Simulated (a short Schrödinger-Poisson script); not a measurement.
Structure: symmetric double-gate stack, SiO2 on p-type Si(110), at 77 K.

```
layer  material  thickness (nm)  Na (cm⁻³)
-----  --------  --------------  ---------
1          SiO2             3.4          -
2            Si               3       8e15
3          SiO2             3.4          -
```

The device is made up for the run: typed textbook-type constants, with dimensions and the other settings drawn at random. SiO2: permittivity 3.9, conduction-band edge (eV) 3.15, gap (eV) 9, electron mass (mₑ) 0.5. Si: permittivity 11.7, conduction-band edge (eV) 0, gap (eV) 1.124, Nv at 300 K (cm⁻³) 3.1e19.

Channel valleys (confinement mass, in-plane density-of-states mass, number): Δ4 0.315, 0.324, 4; Δ2 0.19, 0.417, 2. At the gates, both at one voltage, the conduction-band edge of layer 1 lies 3.34 eV − eVg above the Fermi level of the channel. Gaps are held at their typed values at every temperature. Mesh 0.03 nm at interfaces.

From a short Schrödinger-Poisson script (our own, NumPy): 1D Poisson equation in equilibrium, electrons quantum, Hartree (BenDaniel-Duke, 12 states a valley, the channel's in-plane mass for all, wave functions free to enter the dielectric), parabolic valleys, classical holes, full ionisation, no traps, pinning or gate leakage.

Only gate voltages with over 1e8 electrons/cm² are shown.

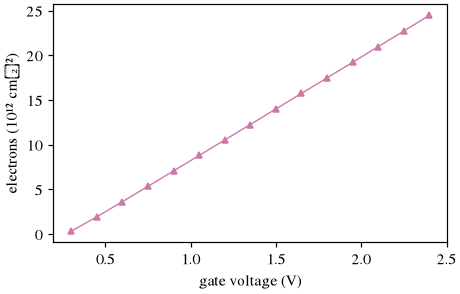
Figure. Sheet density against gate voltage

| Vg (V) | electrons (cm⁻²) | C (μF/cm²) | Δ4 E0 (meV) | Δ4 E1 (meV) | Δ2 E0 (meV) | Δ2 E1 (meV) |
|---|---|---|---|---|---|---|
| 0.3 | 3.24e11 | 1.51 | 15.7 | 308.9 | 54.5 | 473.5 |
| 0.45 | 1.93e12 | 1.80 | 2.3 | 292.8 | 40.8 | 456.7 |
| 0.6 | 3.63e12 | 1.83 | -3.7 | 283.9 | 34.5 | 447.2 |
| 0.75 | 5.35e12 | 1.84 | -8.1 | 276.6 | 29.7 | 439.2 |
| 0.9 | 7.07e12 | 1.85 | -12.0 | 269.8 | 25.5 | 431.9 |
| 1.05 | 8.80e12 | 1.85 | -15.5 | 263.4 | 21.6 | 424.8 |
| 1.2 | 1.05e13 | 1.85 | -18.8 | 257.3 | 17.9 | 418.0 |
| 1.35 | 1.23e13 | 1.85 | -22.0 | 251.3 | 14.4 | 411.4 |
| 1.5 | 1.40e13 | 1.86 | -25.0 | 245.5 | 11.1 | 405.0 |
| 1.65 | 1.58e13 | 1.86 | -27.9 | 239.8 | 7.9 | 398.7 |
| 1.8 | 1.75e13 | 1.86 | -30.6 | 234.4 | 4.8 | 392.7 |
| 1.95 | 1.92e13 | 1.87 | -33.1 | 229.1 | 2.0 | 386.8 |
| 2.1 | 2.10e13 | 1.87 | -35.5 | 224.0 | -0.8 | 381.1 |
| 2.25 | 2.27e13 | 1.87 | -37.8 | 219.1 | -3.4 | 375.5 |
| 2.4 | 2.45e13 | 1.87 | -40.0 | 214.3 | -5.8 | 370.1 |

Subbands count from the Fermi level. The capacitance is that of both gates.
